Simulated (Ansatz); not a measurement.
# The cluster Al6As7H20+: one molecule under many settings

How do the results and run time of the cluster Al6As7H20+ respond when the settings are drawn wide?

The runs use Ansatz 0.2.0, Gaussian basis; the settings change from run to run.

## (1) The relaxed structure

The geometry comes from an earlier relaxation with PBE-D4/def2-SVP; it is a stationary point, not always the lowest conformer.

33 atoms, charge 1, spin multiplicity 1.

Atoms are counted from 1 here; the program's logs count them from 0.

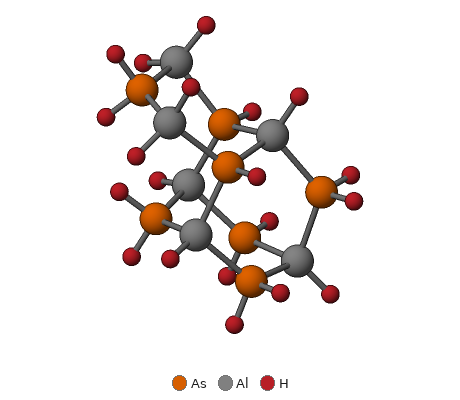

The structure; arsenic orange, aluminium grey, hydrogen red.

## (2) r2SCANh/def2-TZVP

Options: multiplicity 3, density fitting with def2-universal-jkfit, D3(BJ) dispersion, the search for lower states set to off.

File in.yaml:

```yaml
crystal:
  periodic: [false, false, false]
  atoms:
    - {symbol: As, position_ang: [0.750266, -3.458959, 0.584518]}
    - {symbol: As, position_ang: [-2.321555, 2.423367, -1.994588]}
    - {symbol: As, position_ang: [0.694666, -0.788156, -2.185265]}
    - {symbol: As, position_ang: [-2.122961, -0.646246, 0.405092]}
    - {symbol: As, position_ang: [0.722925, -0.702401, 3.226905]}
    - {symbol: As, position_ang: [0.598423, 2.128408, 0.422060]}
    - {symbol: As, position_ang: [3.428242, -0.663833, 0.513381]}
    - {symbol: Al, position_ang: [-3.755980, 0.470720, -1.227918]}
    - {symbol: Al, position_ang: [-0.898441, -2.295202, -0.946456]}
    - {symbol: Al, position_ang: [2.332066, -2.256185, 2.112733]}
    - {symbol: Al, position_ang: [-0.692994, 3.968913, -0.806593]}
    - {symbol: Al, position_ang: [2.164176, 0.899958, -1.026645]}
    - {symbol: Al, position_ang: [-0.852642, 0.819513, 1.945739]}
    - {symbol: H, position_ang: [1.536155, -4.528106, -0.164790]}
    - {symbol: H, position_ang: [-0.058340, -4.388403, 1.479882]}
    - {symbol: H, position_ang: [-3.322248, 3.361359, -2.662657]}
    - {symbol: H, position_ang: [-1.632229, 1.975455, -3.282811]}
    - {symbol: H, position_ang: [1.544125, -1.603242, -3.151409]}
    - {symbol: H, position_ang: [-0.129305, -0.028820, -3.217482]}
    - {symbol: H, position_ang: [-2.987518, -1.526159, 1.304226]}
    - {symbol: H, position_ang: [-0.048323, -1.544171, 4.236611]}
    - {symbol: H, position_ang: [1.537962, 0.116825, 4.220434]}
    - {symbol: H, position_ang: [1.561840, 2.865578, 1.350225]}
    - {symbol: H, position_ang: [4.505391, -1.429958, -0.244522]}
    - {symbol: H, position_ang: [4.350087, 0.207323, 1.356193]}
    - {symbol: H, position_ang: [-3.822101, -0.564389, -2.447776]}
    - {symbol: H, position_ang: [-4.958990, 1.059070, -0.364153]}
    - {symbol: H, position_ang: [-1.657631, -3.352933, -1.855541]}
    - {symbol: H, position_ang: [3.297536, -3.149543, 3.001347]}
    - {symbol: H, position_ang: [0.309060, 4.572478, -1.892724]}
    - {symbol: H, position_ang: [-1.511098, 4.735834, 0.327170]}
    - {symbol: H, position_ang: [3.154406, 1.667703, -2.002795]}
    - {symbol: H, position_ang: [-1.714971, 1.654212, 2.987618]}
basis:
  gaussian: {orbitals: def2-TZVP, fitting: {mean_field: def2-universal-jkfit}}
total_charge: 1
magnetization: {spin_polarized: true, initial_magnetization: 2}
hamiltonian: {xc: {name: r2SCANh}, dispersion: d3bj}
scf: {lower_state_search: off}
output: {forces: true}
```

Command:

```console
$ ansatz run in.yaml --threads 2 --pin off --events-out ev --progress --plain --max-ram 32768MiB --backend cuda --devices 0, --max-vram 18GiB
```

The program printed (excerpt; [...] marks lines left out):

```text
Warning: the engine holds no damping parameters fitted to this dispersion correction and functional, so the run takes those fitted to r2scanh beside the three-body term, which d3bj leaves out (hamiltonian.dispersion, under Limitations)
Functional definition: r2SCANh
  name "r2SCANh"
  cite "Bursch, Neugebauer, Ehlert & Grimme, J. Chem. Phys. 156, 134105 (2022) doi:10.1063/5.0086040"
  cite "Furness, Kaplan, Ning, Perdew & Sun, J. Phys. Chem. Lett. 11, 8208 (2020) doi:10.1021/acs.jpclett.0c02405"
  cite "Furness, Kaplan, Ning, Perdew & Sun, J. Phys. Chem. Lett. 11, 9248 (2020) doi:10.1021/acs.jpclett.0c03077"
  parent r2scan
[...]
2990 factors; integrals over basis functions are off by at most 6.9e-1 eV
[...]
mean field -465788.53350309 eV, -17117.4128834308 hartree, gradient 6.7e-6 eV, S^2 2.011258; 0 other end points of the search recorded, 0 dependent functions left out
[...]
reference -465788.53353682 eV, -17117.4128846706 hartree; 165, 163 occupied and 513, 515 virtual orbitals, 2990 factors
Total energy: -465789.28161047 eV, -17117.4403758699 hartree
Atom 0 at     0.750266    -3.458959     0.584518 Å, force    -0.033064    -0.341554     0.160770 eV/Å
Atom 1 at    -2.321555     2.423367    -1.994588 Å, force    -0.128746     0.051664    -0.512043 eV/Å
Atom 2 at     0.694666    -0.788156    -2.185265 Å, force    -0.329790     0.372152     0.516871 eV/Å
Atom 3 at    -2.122961    -0.646246     0.405092 Å, force     0.023323    -0.244965    -0.568836 eV/Å
[...]
Atom 17 at     1.544125    -1.603242    -3.151409 Å, force     0.073180    -0.093490    -0.386264 eV/Å
Atom 18 at    -0.129305    -0.028820    -3.217482 Å, force     0.280975    -0.275796    -0.063828 eV/Å
Atom 19 at    -2.987518    -1.526159     1.304226 Å, force    -0.213275    -0.212873     0.547097 eV/Å
Atom 20 at    -0.048323    -1.544171     4.236611 Å, force     0.148135     0.240781    -0.267006 eV/Å
Atom 21 at     1.537962     0.116825     4.220434 Å, force    -0.238539    -0.161227    -0.270280 eV/Å
Atom 22 at     1.561840     2.865578     1.350225 Å, force     0.201414     0.161083     0.512340 eV/Å
Atom 23 at     4.505391    -1.429958    -0.244522 Å, force    -0.307217     0.234316     0.139098 eV/Å
Atom 24 at     4.350087     0.207323     1.356193 Å, force    -0.079942    -0.216594    -0.089682 eV/Å
Atom 25 at    -3.822101    -0.564389    -2.447776 Å, force     0.191400     0.078139     0.034998 eV/Å
Atom 26 at    -4.958990     1.059070    -0.364153 Å, force     0.135802    -0.001260    -0.020662 eV/Å
Atom 27 at    -1.657631    -3.352933    -1.855541 Å, force     0.031147     0.140129     0.169339 eV/Å
Atom 28 at     3.297536    -3.149543     3.001347 Å, force    -0.170092     0.150081    -0.089049 eV/Å
Atom 29 at     0.309060     4.572478    -1.892724 Å, force    -0.034003    -0.195838    -0.049282 eV/Å
Atom 30 at    -1.511098     4.735834     0.327170 Å, force     0.044385    -0.109581    -0.118954 eV/Å
Atom 31 at     3.154406     1.667703    -2.002795 Å, force    -0.126984    -0.032928     0.171885 eV/Å
Atom 32 at    -1.714971     1.654212     2.987618 Å, force     0.109639    -0.123575    -0.150756 eV/Å
Dipole moment:     0.446519    -0.446686     0.372365 e Å
Checks for a lower state left out: stability, starts, cluster_reference, orbital_swaps, neighbouring_geometries, increment
```

It took 26 s on 1 × H100 (card shared with other runs) with 2 threads of AMD EPYC 7R13, shared host; peak host memory 2.8 GiB.

Largest force 0.717 eV/Å, ⟨S²⟩ 2.011.

## (3) wB97X/6-31G

Set apart from the defaults: unrestricted orbitals.

Changes to in.yaml since step 2:

```diff
@@ -37,7 +37,5 @@
 basis:
-  gaussian: {orbitals: def2-TZVP, fitting: {mean_field: def2-universal-jkfit}}
+  gaussian: {orbitals: 6-31G}
 total_charge: 1
-magnetization: {spin_polarized: true, initial_magnetization: 2}
-hamiltonian: {xc: {name: r2SCANh}, dispersion: d3bj}
-scf: {lower_state_search: off}
-output: {forces: true}
+magnetization: {spin_polarized: true, initial_magnetization: 0}
+hamiltonian: {xc: {name: wB97X}}
```

The command is unchanged.

The program printed (excerpt; [...] marks lines left out):

```text
Functional definition: wB97X
  name "wB97X"
  cite "Chai & Head-Gordon, J. Chem. Phys. 128, 084106 (2008) doi:10.1063/1.2834918"
  cite "Becke, J. Chem. Phys. 107, 8554 (1997) doi:10.1063/1.475007"
[...]
  # The coefficients of nought are those of the uniform gas.
[...]
      + exact_x_lr(omega)
[...]
      + integral(e_c_pw_opposite_spin*poly(b97_u_opposite, 1, cos1, cos2, cos3, cos4))
3218 factors; integrals over basis functions are off by at most 2.7e-4 eV
1061 factors; integrals over basis functions are off by at most 3.0e-6 eV
[...]
mean field -465730.08567868 eV, -17115.2649655012 hartree, gradient 1.8e-5 eV, S^2 0.000000; 0 other end points of the search recorded, 0 dependent functions left out
reference -465730.08559291 eV, -17115.2649623492 hartree; 164, 164 occupied and 157, 157 virtual orbitals, 3218 factors
Total energy: -465730.08559291 eV, -17115.2649623492 hartree
```

It took 16 s on 1 × H100 (card shared with other runs) with 2 threads of AMD EPYC 7R13, shared host; peak host memory 1.5 GiB.

⟨S²⟩ 0.000.

## (4) wPBEh/def2-mTZVP

Set apart from the defaults: charge +2, multiplicity 2, density fitting with def2-universal-jkfit, a grid of angular degree 23.

Changes to in.yaml since step 3:

```diff
@@ -37,5 +37,5 @@
 basis:
-  gaussian: {orbitals: 6-31G}
-total_charge: 1
-magnetization: {spin_polarized: true, initial_magnetization: 0}
-hamiltonian: {xc: {name: wB97X}}
+  gaussian: {orbitals: def2-mTZVP, fitting: {mean_field: def2-universal-jkfit}, final_grid: {core_spheres: 8, valence_spheres: 7, degree: 23}}
+total_charge: 2
+magnetization: {spin_polarized: true, initial_magnetization: 1}
+hamiltonian: {xc: {name: wPBEh}}
```

Launched as before.

The program printed (excerpt; [...] marks lines left out):

```text
Functional definition: wPBEh
  name "wPBEh"
  cite "Heyd, Scuseria & Ernzerhof, J. Chem. Phys. 118, 8207 (2003) doi:10.1063/1.1564060"
  cite "Krukau, Vydrov, Izmaylov & Scuseria, J. Chem. Phys. 125, 224106 (2006) doi:10.1063/1.2404663"
  cite "Heyd & Scuseria, J. Chem. Phys. 120, 7274 (2004) doi:10.1063/1.1668634"
  cite "Ernzerhof & Perdew, J. Chem. Phys. 109, 3313 (1998) doi:10.1063/1.476928"
  cite "Perdew, Burke & Ernzerhof, Phys. Rev. Lett. 77, 3865 (1996) doi:10.1103/PhysRevLett.77.3865"
  parent pbe
[...]
2990 factors; integrals over basis functions are off by at most 6.9e-1 eV
2990 factors; integrals over basis functions are off by at most 1.8e-7 eV
[...]
mean field -465716.86576593 eV, -17114.7791426685 hartree, gradient 9.5e-6 eV, S^2 0.755717; 10 other end points of the search recorded, 0 dependent functions left out
reference -465716.86588975 eV, -17114.7791472189 hartree; 164, 163 occupied and 280, 281 virtual orbitals, 2990 factors
Total energy: -465716.86588975 eV, -17114.7791472189 hartree
```

It took 34 s on 1 × H100 (card shared with other runs) with 2 threads of AMD EPYC 7R13, shared host.

⟨S²⟩ 0.756.

## (5) B3LYP/def2-TZVP

This run has charge +2, multiplicity 2, coordinates scaled by 0.96, density fitting with def2-universal-jkfit, D3(BJ) with three-body dispersion.

File in.yaml:

```yaml
crystal:
  periodic: [false, false, false]
  atoms:
    - {symbol: As, position_ang: [0.720255, -3.320601, 0.561137]}
    - {symbol: As, position_ang: [-2.228693, 2.326432, -1.914804]}
    - {symbol: As, position_ang: [0.666879, -0.756630, -2.097854]}
    - {symbol: As, position_ang: [-2.038042, -0.620397, 0.388888]}
    - {symbol: As, position_ang: [0.694008, -0.674305, 3.097829]}
    - {symbol: As, position_ang: [0.574486, 2.043272, 0.405178]}
    - {symbol: As, position_ang: [3.291113, -0.637279, 0.492846]}
    - {symbol: Al, position_ang: [-3.605740, 0.451891, -1.178801]}
    - {symbol: Al, position_ang: [-0.862504, -2.203394, -0.908597]}
    - {symbol: Al, position_ang: [2.238784, -2.165938, 2.028224]}
    - {symbol: Al, position_ang: [-0.665274, 3.810156, -0.774329]}
    - {symbol: Al, position_ang: [2.077609, 0.863960, -0.985579]}
    - {symbol: Al, position_ang: [-0.818536, 0.786733, 1.867909]}
    - {symbol: H, position_ang: [1.474709, -4.346982, -0.158198]}
    - {symbol: H, position_ang: [-0.056007, -4.212867, 1.420686]}
    - {symbol: H, position_ang: [-3.189358, 3.226905, -2.556151]}
    - {symbol: H, position_ang: [-1.566940, 1.896437, -3.151498]}
    - {symbol: H, position_ang: [1.482360, -1.539113, -3.025353]}
    - {symbol: H, position_ang: [-0.124133, -0.027667, -3.088783]}
    - {symbol: H, position_ang: [-2.868017, -1.465113, 1.252057]}
    - {symbol: H, position_ang: [-0.046390, -1.482404, 4.067147]}
    - {symbol: H, position_ang: [1.476443, 0.112152, 4.051617]}
    - {symbol: H, position_ang: [1.499367, 2.750955, 1.296216]}
    - {symbol: H, position_ang: [4.325176, -1.372759, -0.234741]}
    - {symbol: H, position_ang: [4.176083, 0.199030, 1.301945]}
    - {symbol: H, position_ang: [-3.669217, -0.541814, -2.349865]}
    - {symbol: H, position_ang: [-4.760630, 1.016708, -0.349587]}
    - {symbol: H, position_ang: [-1.591326, -3.218815, -1.781319]}
    - {symbol: H, position_ang: [3.165634, -3.023561, 2.881293]}
    - {symbol: H, position_ang: [0.296698, 4.389579, -1.817015]}
    - {symbol: H, position_ang: [-1.450654, 4.546401, 0.314083]}
    - {symbol: H, position_ang: [3.028230, 1.600995, -1.922683]}
    - {symbol: H, position_ang: [-1.646372, 1.588044, 2.868113]}
basis:
  gaussian: {orbitals: def2-TZVP, fitting: {mean_field: def2-universal-jkfit}}
total_charge: 2
magnetization: {spin_polarized: true, initial_magnetization: 1}
hamiltonian: {xc: {name: B3LYP}, dispersion: d3bjatm}
scf: {omitted_lower_state_checks: [starts]}
output: {forces: true}
```

Launched as before.

The program printed (excerpt; [...] marks lines left out):

```text
Functional definition: B3LYP
  name "B3LYP"
  cite "Stephens, Devlin, Chabalowski & Frisch, J. Phys. Chem. 98, 11623 (1994) doi:10.1021/j100096a001"
  cite "Becke, Phys. Rev. A 38, 3098 (1988) doi:10.1103/PhysRevA.38.3098"
  cite "Lee, Yang & Parr, Phys. Rev. B 37, 785 (1988) doi:10.1103/PhysRevB.37.785"
  cite "Vosko, Wilk & Nusair, Can. J. Phys. 58, 1200 (1980) doi:10.1139/p80-159"
[...]
2990 factors; integrals over basis functions are off by at most 6.3e-1 eV
[...]
mean field -465798.73486184 eV, -17117.7877764503 hartree, gradient 8.9e-6 eV, S^2 0.755064; 0 other end points of the search recorded, 0 dependent functions left out
[...]
reference -465798.73540591 eV, -17117.7877964443 hartree; 164, 163 occupied and 514, 515 virtual orbitals, 2990 factors
Total energy: -465802.65382356 eV, -17117.9317956372 hartree
[...]
Atom 24 at     4.176083     0.199030     1.301945 Å, force     0.536396     0.577662     0.534154 eV/Å
Atom 25 at    -3.669217    -0.541814    -2.349865 Å, force     0.266079    -0.431130    -0.706632 eV/Å
Atom 26 at    -4.760630     1.016708    -0.349587 Å, force    -0.418452     0.402883     0.426831 eV/Å
Atom 27 at    -1.591326    -3.218815    -1.781319 Å, force    -0.394292    -0.331903    -0.343646 eV/Å
Atom 28 at     3.165634    -3.023561     2.881293 Å, force     0.348957    -0.316383     0.348626 eV/Å
Atom 29 at     0.296698     4.389579    -1.817015 Å, force     0.533552     0.042806    -0.769137 eV/Å
Atom 30 at    -1.450654     4.546401     0.314083 Å, force    -0.460290     0.201891     0.473392 eV/Å
Atom 31 at     3.028230     1.600995    -1.922683 Å, force     0.314518     0.388426    -0.372109 eV/Å
Atom 32 at    -1.646372     1.588044     2.868113 Å, force    -0.391162     0.353920     0.297661 eV/Å
Dipole moment:     0.090582    -0.039891    -0.142395 e Å
Checks for a lower state left out: starts
```

It took 19 s on 1 × H100 (card shared with other runs) with 2 threads of AMD EPYC 7R13, shared host; peak host memory 2.7 GiB.

Largest force 0.969 eV/Å, ⟨S²⟩ 0.755.

## (6) All runs side by side

| level | charge | multiplicity | geometry | functions | energy (eV) | time |
| --- | --- | --- | --- | --- | --- | --- |
| r2SCANh/def2-TZVP | 1 | 3 | relaxed | 678 | -465789.282 | 26 s |
| wB97X/6-31G | 1 | 1 | relaxed | 321 | -465730.086 | 16 s |
| wPBEh/def2-mTZVP | 2 | 2 | relaxed | 444 | -465716.866 | 34 s |
| B3LYP/def2-TZVP | 2 | 2 | scaled | 678 | -465802.654 | 19 s |

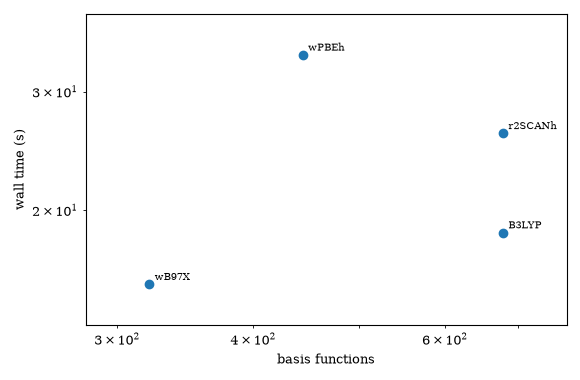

Wall time against the number of basis functions (shared host).

## (7) What came out

| quantity | value |
| --- | --- |
| runs | 4 |
| quickest | wB97X/6-31G, 16 s |
| slowest | wPBEh/def2-mTZVP, 34 s |

In words: The runs differ in state or geometry as well as level, so their energies can't be set against each other. wPBEh/def2-mTZVP took 2 times as long as wB97X/6-31G. The jobs differ in tasks and options as well as level.
